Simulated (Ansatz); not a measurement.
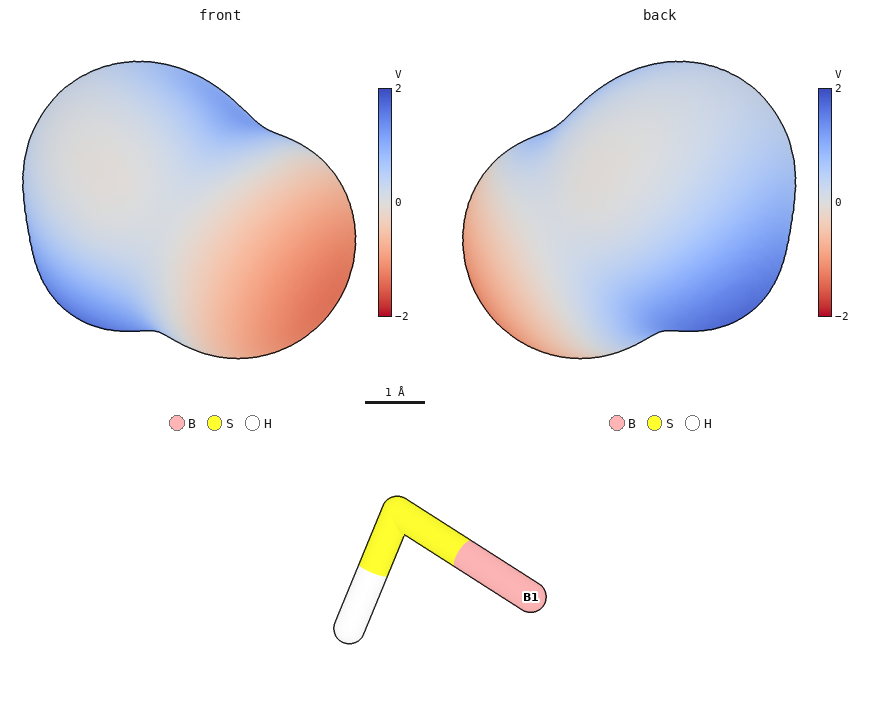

*BHS. The molecular electrostatic potential painted on the density surface at 0.001 e/bohr³, seen from the front and from behind; red is negative and blue positive. The bare structure is drawn below in the same view.*

Geometry: PBE0-D4/def2-TZVP.

All numbers below come from isolated molecule in a Gaussian basis; Kohn-Sham density functional theory, functional PBE0 (Ansatz 0.2.0).

```xyz
3

B     0.2936   -0.3700    2.4298
S    -0.0978   -0.8620    0.7349
H    -1.3125   -0.3229    0.9845
```

### Describe the electrostatic potential map.

The most negative region (about −1.3 V, or −30 kcal/mol for a unit charge) lies over S2, the most positive (about +1.6 V, or +37 kcal/mol for a unit charge) over H3.
